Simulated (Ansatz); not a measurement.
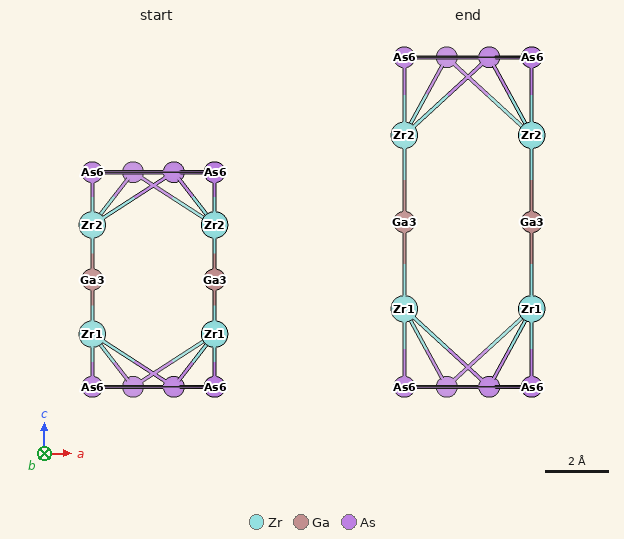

The structure of crystalline Zr2GaAs3 (a generated structure, set up in P6/mmm) (coarse preliminary run) before (left) and after (right) a relaxation, at one scale.

A ball-and-stick model of the cell of the calculation, seen along the b axis.

Method: DFT PBE, scalar-relativistic, plane waves, PAW (Ansatz). (plane-wave cutoff 420 eV; k-point mesh 6 × 6 × 4; occupations gaussian; smearing width 0.1 eV; no spin polarisation; cell and atoms relaxed; force threshold 0.04 eV/Å; at most 70 steps)

Summarise the run.

The largest moves relative to the cell, 0.094 Å, are those of Zr atoms. Ga and As stay in place. Cell: a = b 4.529 → 4.719 Å (+4.2 %), c 6.880 → 10.567 Å (+53.6 %). Volume +66.7 %. Near-neighbour distances that change, for instance: Zr–Zr 3.378 → 5.001 Å, Ga–Zr 1.751 → 2.783 Å, As–Zr 1.689 → 2.500 Å, As–Zr 3.113 → 3.698 Å. The space group stays P6/mmm (No. 191). Over 14 accepted moves (16 points after the start) the energy falls by 6308 meV per atom. Largest force component: 15 eV/Å at the start, 0.0076 eV/Å at the end. The pressure goes from 122.63 to 0.01 GPa. The SCF was repeated twice at an unchanged geometry on a basis and grid sized afresh for the cell, which shifted the energy by 200 meV per atom at most. The run took 88 s on 1 thread of INTEL(R) XEON(R) PLATINUM 8581C CPU @ 2.30GHz (Emerald Rapids), on a shared host, peak memory 0.6 GiB.
